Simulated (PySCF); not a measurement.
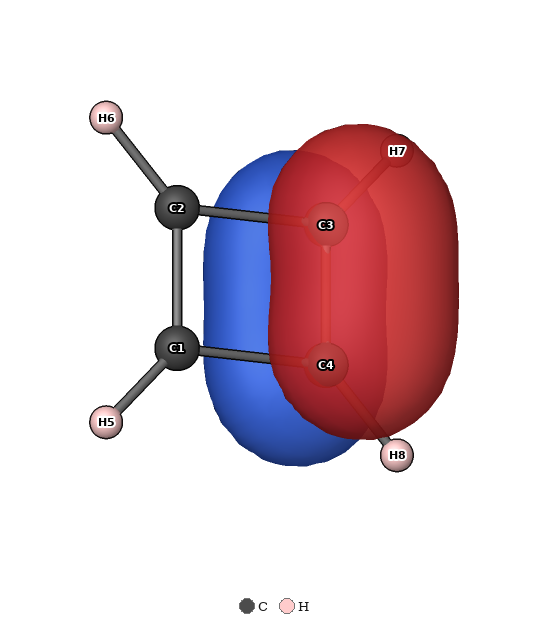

*C4H4, SMILES `C1=CC=C1`. Pipek–Mezey orbitals, occupied; each surface holds about 80 % of the orbital's density. Energies are diagonal elements of the Fock matrix.*

PySCF calculation, TPSS/6-31G*, gas phase; geometry: GFN2-xTB. This is a single-reference result, which may miss multireference character in this system. No frequency check shows the geometry to be a minimum.

Question: What does this orbital represent?

Answer: π bond C3–C4 (C3 50 %, C4 50 %; −6.3 eV).

The PySCF run took 8.9 s on 1 thread of Arm Neoverse V1, with other jobs on the host, peak memory 0.33 GiB.
